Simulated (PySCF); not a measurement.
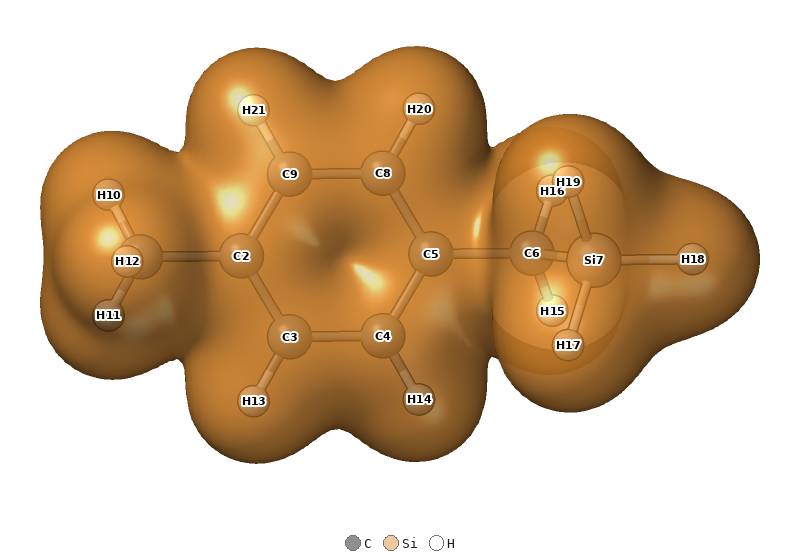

*C8H12Si. Isosurface of the total electron density at 0.05 e/Å³ (orange), seen at a tilt.*

Geometry: GFN2-xTB.

Method: PBE0/pcSseg-1, SCF density, gas phase, non-relativistic (PySCF).

The calculation's input:

```
{"job": {"kind": "nmr", "xc": "PBE0", "basis": "pcSseg-1"}, "charge": 0, "multiplicity": 1}
C      3.386719     0.481226     0.475929
C      1.962462     0.136200     0.158883
C      1.328885     0.673145    -0.954394
C      0.010688     0.368376    -1.236138
C     -0.716272    -0.485394    -0.415433
C     -2.148836    -0.788478    -0.700852
Si    -3.284337     0.485661     0.156024
C     -0.083335    -1.017279     0.701372
C      1.235025    -0.713290     0.982489
H      3.874272    -0.334080     1.006068
H      3.945638     0.695407    -0.432478
H      3.424929     1.366779     1.112029
H      1.875279     1.337315    -1.609706
H     -0.462761     0.793367    -2.110550
H     -2.327711    -0.768080    -1.776550
H     -2.396356    -1.789953    -0.346678
H     -2.969524     1.824055    -0.344765
H     -4.676225     0.147931    -0.152450
H     -3.064539     0.430774     1.601633
H     -0.630773    -1.683472     1.353961
H      1.707849    -1.143268     1.854548
```

Launched as:

```sh
OMP_NUM_THREADS=1 python probes_run.py task.json out
```

Question: How is the density connected at this value?

Answer: At this value the surface is in one piece. It bridges the sampled C–C (1.38 Å), C–Si (1.91 Å), C–H (1.08 Å) and C–C (1.49 Å) contacts, where the density stays above the isovalue. On the grid the lowest density along these lines, outside the cores, is 2.1 e/Å³ (C–C, 1.38 Å), 0.76 e/Å³ (C–Si, 1.91 Å), 1.9 e/Å³ (C–H, 1.08 Å) and 1.7 e/Å³ (C–C, 1.49 Å).
